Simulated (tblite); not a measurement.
Energy landscape of Cl₂Mg, singlet: map of symmetric stretch and bend. Scanned: Mg-Cl bond length and Cl-Mg-Cl angle.

Cartesian coordinates as functions of the variables (Å; names that start with a are angles):
```
Mg  0  0  0
Cl  r*sin(a/2)  0  r*cos(a/2)
Cl  -r*sin(a/2)  0  r*cos(a/2)
```

Level of theory: GFN2-xTB, 300 K electronic temperature run with tblite.

Energy in kcal/mol above the lowest grid point; x is the Mg-Cl bond length (Å), y the Cl-Mg-Cl angle (°).

| y \ x | 1.85 | 1.99 | 2.10 | 2.21 | 2.32 | 2.43 | 2.54 | 2.65 | 2.76 | 2.86 | 2.94 |
|---|---|---|---|---|---|---|---|---|---|---|---|
| 180 | 28.7 | 4.6 | 0.0 | 1.5 | 6.1 | 12.4 | 19.7 | 27.6 | 35.9 | 43.6 | 49.8 |
| 173.95 | 28.7 | 4.6 | 0.0 | 1.5 | 6.0 | 12.4 | 19.7 | 27.6 | 35.9 | 43.6 | 49.8 |
| 165.32 | 28.9 | 4.7 | 0.0 | 1.4 | 6.0 | 12.3 | 19.6 | 27.6 | 35.8 | 43.5 | 49.8 |
| 156.68 | 29.3 | 4.8 | 0.0 | 1.3 | 5.8 | 12.1 | 19.5 | 27.5 | 35.8 | 43.5 | 49.8 |
| 148.04 | 29.8 | 5.0 | 0.0 | 1.2 | 5.7 | 12.0 | 19.4 | 27.4 | 35.7 | 43.5 | 49.8 |
| 139.41 | 30.6 | 5.3 | 0.1 | 1.1 | 5.6 | 11.9 | 19.3 | 27.4 | 35.8 | 43.6 | 49.9 |
| 130.77 | 31.7 | 5.8 | 0.3 | 1.2 | 5.6 | 11.9 | 19.3 | 27.4 | 35.9 | 43.7 | 50.1 |
| 122.14 | 33.3 | 6.6 | 0.7 | 1.4 | 5.7 | 12.0 | 19.5 | 27.6 | 36.1 | 44.1 | 50.4 |
| 113.50 | 35.8 | 7.9 | 1.6 | 2.0 | 6.1 | 12.4 | 19.8 | 28.0 | 36.6 | 44.6 | 51.0 |
| 104.86 | 39.7 | 10.2 | 3.1 | 3.1 | 7.0 | 13.1 | 20.5 | 28.7 | 37.3 | 45.3 | 51.7 |
| 96.23 | 46.2 | 14.3 | 6.0 | 5.2 | 8.6 | 14.4 | 21.7 | 29.8 | 38.4 | 46.3 | 52.8 |
| 85 | 63.4 | 25.0 | 13.6 | 10.7 | 12.7 | 17.7 | 24.4 | 32.2 | 40.5 | 48.3 | 54.7 |

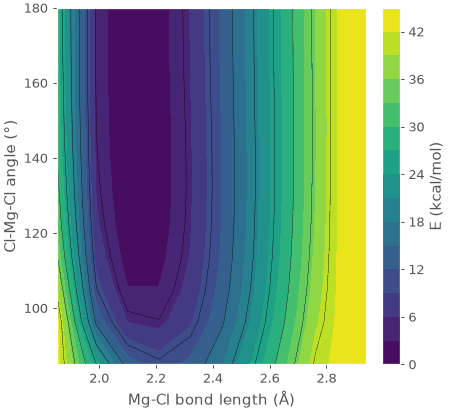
Figure. Energy surface, cut off at 44 kcal/mol.

Points that lie below all their neighbours on the grid: x = 2.10, y = 156.68 (0.0 kcal/mol).
